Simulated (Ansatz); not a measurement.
**Fields on a plane of Co (hcp, Mg type)**

```xyz
2
Lattice="2.4573 0.0000 0.0000 -1.2286 2.1281 0.0000 0.0000 0.0000 3.9686" Properties=species:S:1:pos:R:3 pbc="T T T"
Co     0.0000     1.4187     2.9765
Co     1.2286     0.7094     0.9922
```

The slice is a (0001) plane (indices of the conventional cell) through the point (0.667, 0.333, 0.250) (fractional), spanned by u = [110] and v = [1 -1 0] in vectors of this cell: u (2.46 Å) and v (4.26 Å, at 90° to u). It covers one period; positions are fractions (u, v).

Atoms on it: Co at (0.00, 0.00); Co at (0.50, 0.50).

Calculation: PBEsol (plane waves to 420 eV, PAW, scalar-relativistic; Ansatz, a first-principles code). k mesh 22×22×12. Near the nuclei the fields are pseudised (PAW); where an atom keeps semicore shells as valence, they peak there. Co was relaxed with its symmetry unable to fall. Relaxed Co ends ferromagnetic. Other magnetic orders were not checked, so this need not be the ground state.

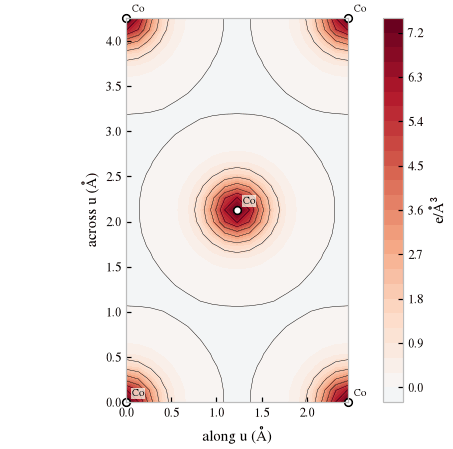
*Spin density, up minus down in e/Å³, one period of the plane, atoms marked. *

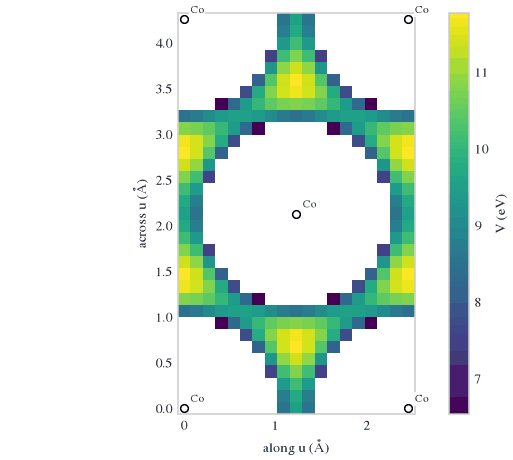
*Electrostatic potential energy of an electron, from the cell's mean, in eV, one period of the plane, atoms marked. Points within 1 Å of a nucleus are left white, as the pseudised field means little there. The zero, the cell's mean, hangs on the PAW cores.*

| Quantity | Result |
|---|---|
| Density on the Co–Co line (2.46 Å) at its midpoint | 0.36 e/Å³ |
| ELF at that point | 0.27 |
